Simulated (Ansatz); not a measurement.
**HNO3 (peroxynitrous acid): B3LYP/6-31G(d) (spherical functions)**

Aim: the vertical ionisation energy of HNO3 (peroxynitrous acid) at B3LYP/6-31G* (spherical functions), from 2 runs. 

Program for the calculation: Ansatz 0.2.0.

51 further runs of the same task are left out: 51 set aside as unsound or not needed.

## Step 1: The structure to begin with

HNO3 has 5 atoms, charge 0, and is taken as a singlet. SMILES: `O=NOO`. The shape is that of a PBE0-D4/def2-TZVP optimisation. This is one conformer, not always the lowest.

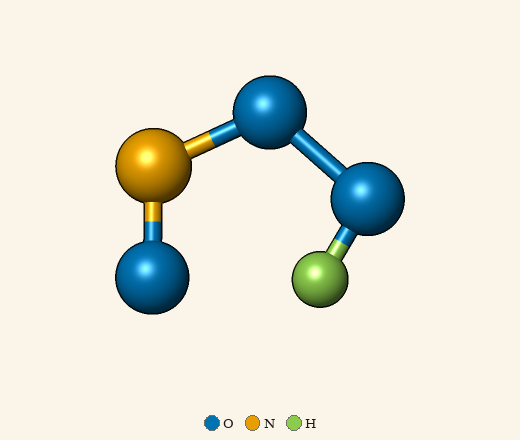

The structure, seen from a chosen angle (oxygen blue, nitrogen amber, hydrogen green).

## Step 2: The energy at B3LYP/6-31G(d) (spherical functions)

Contents of run.yaml:

```yaml
crystal:
  periodic: [false, false, false]
  atoms:
    - {symbol: O, position_ang: [0.136350, -0.835310, 0.979060]}
    - {symbol: "N", position_ang: [-0.871770, -0.628300, 0.400790]}
    - {symbol: O, position_ang: [-0.775090, 0.288530, -0.589000]}
    - {symbol: O, position_ang: [0.508600, 0.826880, -0.747550]}
    - {symbol: H, position_ang: [1.001920, 0.348200, -0.043280]}
basis:
  gaussian:
    orbitals: 6-31G_st_-spherical.json
hamiltonian:
  xc: {name: B3LYP}
accuracy: high
output: {orbitals: {seedname: orbitals}}
```

The basis set 6-31G* is read from a file made from the Basis Set Exchange's data (not shown).

Started as:

```bash
$ ansatz run run.yaml --threads 1 --pin off --max-ram 3480MiB --events-out events.jsonl --progress --plain --runs-dir runs
```

Log:

```text
Warning: RAYON_NUM_THREADS=1 ignored (pool sized by the plan → 1); use --threads N
Functional definition: B3LYP
  name "B3LYP"
  parameter a0 = 0.2
  parameter ax = 0.72
  parameter ac = 0.81
  exchange = (1 - a0 - ax)*slater_x + ax*b88_x + a0*exact_x
  correlation = (1 - ac)*vwn_rpa_c + ac*lyp_c
1242 factors; integrals over basis functions are off by at most 2.7e-9 eV
mean field evaluation 1: about -7638.7966 eV, gradient 4.2e1 eV
mean field evaluation 2: about -7630.1918 eV, gradient 8.3e1 eV
mean field evaluation 4: about -7641.4739 eV, gradient 8.2e0 eV
mean field evaluation 8: about -7641.6113 eV, gradient 3.6e-1 eV
mean field evaluation 16: about -7641.6115 eV, gradient 1.4e-5 eV
mean field -7641.61147221 eV, -280.8240419334 hartree, gradient 1.8e-8 eV, S^2 0.000000; 0 other end points of the search recorded, 0 dependent functions left out
reference -7641.61149294 eV, -280.8240426954 hartree; 16, 16 occupied and 42, 42 virtual orbitals, 1242 factors
Total energy: -7641.61149294 eV, -280.8240426954 hartree
```

Wall time 2.6 s (1 thread of Arm Neoverse V2, shared host); peak memory 0.15 GiB.

## Step 3: The doublet cation

Edit run.yaml of step 2 so:

```diff
@@ -11,2 +11,6 @@
     orbitals: 6-31G_st_-spherical.json
+total_charge: 1
+magnetization:
+  spin_polarized: true
+  initial_magnetization: 1
 hamiltonian:
```

The basis set 6-31G* is read from a file made from the Basis Set Exchange's data (not shown).

Started as:

```bash
$ ansatz run run.yaml --threads 1 --pin off --max-ram 3480MiB --events-out events.jsonl --progress --plain --runs-dir runs
```

Log, shortened:

```text
Warning: RAYON_NUM_THREADS=1 ignored (pool sized by the plan → 1); use --threads N
[... 7 set-up lines as earlier in the session ...]
1241 factors; integrals over basis functions are off by at most 2.8e-9 eV
mean field evaluation 1: about -7623.4208 eV, gradient 4.1e1 eV
mean field evaluation 2: about -7570.4531 eV, gradient 1.1e2 eV
mean field evaluation 4: about -7628.3371 eV, gradient 1.7e1 eV
mean field evaluation 8: about -7629.4279 eV, gradient 5.8e-1 eV
mean field evaluation 16: about -7629.6280 eV, gradient 9.4e-3 eV
mean field evaluation 32: about -7629.8913 eV, gradient 4.4e-1 eV
mean field -7629.90304948 eV, -280.3937653343 hartree, gradient 3.1e-8 eV, S^2 0.758177; 2 other end points of the search recorded, 0 dependent functions left out
reference -7629.90306990 eV, -280.3937660849 hartree; 16, 15 occupied and 42, 43 virtual orbitals, 1241 factors
Total energy: -7629.90306990 eV, -280.3937660849 hartree
```

Wall time 14 s (1 thread of Arm Neoverse V2, shared host); peak memory 0.21 GiB.

## Step 4: Summary of results

At B3LYP/6-31G* (spherical functions):

| quantity | value |
| --- | --- |
| singlet HNO3: total energy | -280.82404 Eh |
| singlet HNO3: HOMO energy | -8.44 eV |
| singlet HNO3: LUMO energy | -2.58 eV |
| singlet HNO3: HOMO–LUMO gap | 5.86 eV |
| doublet cation: total energy | -280.39377 Eh |
| doublet cation: HOMO energy (highest over α and β) | -17.00 eV |
| doublet cation: LUMO energy (lowest over α and β) | -14.99 eV |
| doublet cation: ⟨S²⟩ | 0.758 |
| vertical ionisation energy (to the doublet cation) | 11.708 eV |

In words: The vertical ionisation energy comes to 11.71 eV (1130 kJ/mol). −ε(HOMO) before ionisation, 8.44 eV, is 3.27 eV below this ionisation energy.
